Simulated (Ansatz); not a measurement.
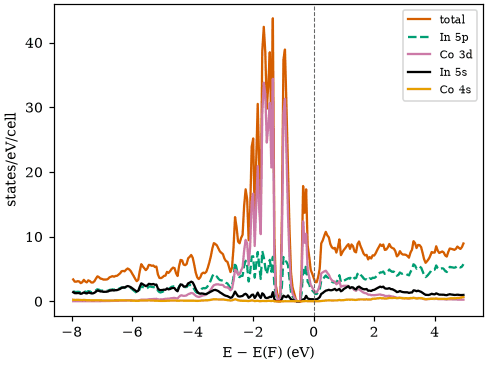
Fig. 1. Total and projected density of states of In3Co in space group P4_2/mnm (No. 136; In on 4c, In on 8j, Co on 4f), plane-wave PAW PBEsol (Ansatz code)

Which orbitals carry the states next to the Fermi level?

Within 0.5 eV of the Fermi level: Co 3d 54 %, In 5p 34 %, In 5s 9 %. Projections are on Löwdin-orthogonalised atomic valence shells; empty p or d shells of many metals are not among them.

Where is the tallest occupied peak in this window, and what makes it?

Near -1.3 eV, about 44 states/eV per cell; the largest projected share is Co 3d.

The first step of the workflow began from a Materials Project structure, measured or hypothetical; the Crystallography Open Database files this formula in space group No. 136, but the cells were not matched. Whether it is the stable phase at ambient conditions was not checked. Symmetry was held in the PBEsol relaxation; whether a distortion lowers the energy is not shown. The run is not spin-polarised. Spin–orbit coupling is left out wherever it is not named.

Potentials: the later of the program's two PAW sets.
